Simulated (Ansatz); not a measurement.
These are PBE (plane waves to 420 eV, PAW; Ansatz, a quantum-chemistry and plane-wave program) values and carry that method's errors.

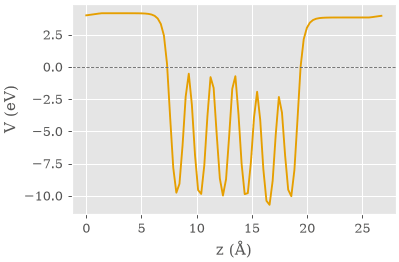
Figure: Electrostatic potential energy of an electron, averaged over planes parallel to the surface, in eV from the Fermi level, for a constructed model of the (100) surface of fcc Ag, a layer of Ti in place of the second plane (bottom of the slab: a bare face, its two planes held)

Set-up: 6 atoms, 10.6 Å thick at the start; mesh 13x13x1; 0.1 eV smearing; dipole correction on; 2 atoms held, the rest relaxed; start symmetry kept, larger cells not searched; no spin, no spin-orbit, no U. It is one candidate, not shown to be the stable structure of the face.

The vacuum level lies 3.83 eV above the Fermi level over the top face and 4.16 eV above it under the bottom face.
